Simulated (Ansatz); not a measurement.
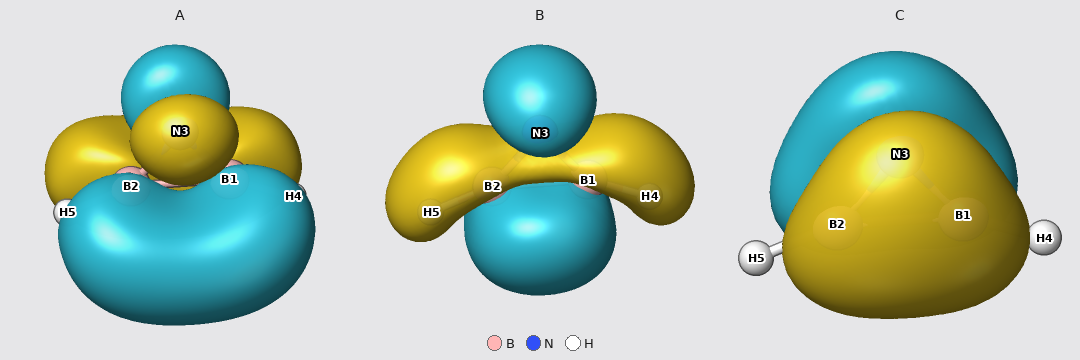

Figure 1: B2H2N (SMILES B1B[N]1) (doublet). Three frontier orbitals at ±0.08 Å⁻³ᐟ² (yellow and cyan are the two phases), in no order.

Geometry: B3LYP-D4/def2-TZVP.

Method: isolated molecule in a Gaussian basis; Kohn-Sham density functional theory, functional PBE0 in Ansatz 0.2.0.

```csv
atom,x (Å),y (Å),z (Å)
B,0.5064,0.7180,-0.6026
B,-0.5755,-0.5604,-0.3585
N,-0.8397,0.7040,-0.7756
H,1.5448,1.2723,-0.6334
H,-0.9268,-1.6481,-0.0759
```

> Order the three orbitals by energy and name them. All are α orbitals.

C is the HOMO−1 (α) (−10.14 eV). Its weight (Hirshfeld) is mainly on N3 (about 55 %), B1 (about 20 %) and B2 (about 20 %); it changes sign across the molecular plane (π type); π-bonding across B1–B2, B1–N3 and B2–N3. B is the HOMO (α) (−6.38 eV). It lies mainly on N3 (about 30 %), B1 (about 30 %) and B2 (about 30 %); it is symmetric in the molecular plane (an in-plane orbital: σ, lone-pair or in-plane π type). A is the LUMO (α) (−0.48 eV). It lies mainly on B1 (about 30 %), B2 (about 30 %) and N3 (about 30 %); it changes sign across the molecular plane (π type); π-bonding across B1–B2; π-antibonding (a node) across B1–N3 and B2–N3.

> What is the gap between the highest occupied and lowest empty α orbitals?

5.90 eV between the orbital energies.
